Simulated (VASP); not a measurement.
Band structure of ZnO (wurtzite). Method: PBEsol GGA, VASP's PBE PAW potentials (set 64) (plane waves; VASP).

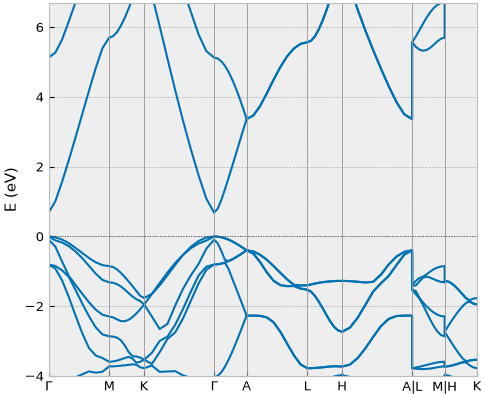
Figure. Bands along high-symmetry lines, zero at the valence-band maximum or, without a gap, the Fermi level

**Question.** Read the plot: is there a gap, and where are the band edges?

**Answer.** The gap is direct, 0.68 eV, from the valence maximum at Γ to the conduction minimum at Γ. (Edges off the drawn lines would not show.)

Measured: gap 3.60 eV (computed value off by -2.92 eV), as given by Wei Chen et al., Physical Review Materials (2018), doi:10.1103/physrevmaterials.2.073803 [zero-point renormalisation of 0.16 eV added back (the table's ZPR column)].

The compound is ZnO in the wurtzite structure. It was relaxed first.
